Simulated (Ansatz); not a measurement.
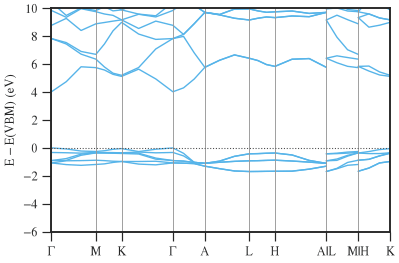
Band structure from DFT-HSE06 in the program Ansatz with PAW potentials

Q: Read off the gap and where the band edges lie.

A: About 4.0 eV (4.02 eV among the points solved); maximum at Γ, minimum at Γ.

Q: Which compound is it?
A) SrO, P6_3/mmc (Sr on 2d, O on 2c)
B) AlN, wurtzite
C) MgO, wurtzite
D) CdS, P6_3mc (Cd on 2a, Cd on 2b, S on 2a, S on 2b)

A: A, SrO, P6_3/mmc (Sr on 2d, O on 2c)

The first step of the workflow began from a Materials Project structure, measured or hypothetical; the Crystallography Open Database copy checked does not list it. It is not the phase usual at ambient conditions (space group No. 225). The HSE06 relaxation kept the symmetry of its start; its stability against distortions is not shown here. The hybrid was solved on a coarse mesh, the path and, where they were found, the r²SCAN edge points; its band edges are the extreme levels among these. Scalar-relativistic: spin–orbit coupling is off unless named, which matters more the heavier the elements.

Potentials: the later of the program's two PAW sets.
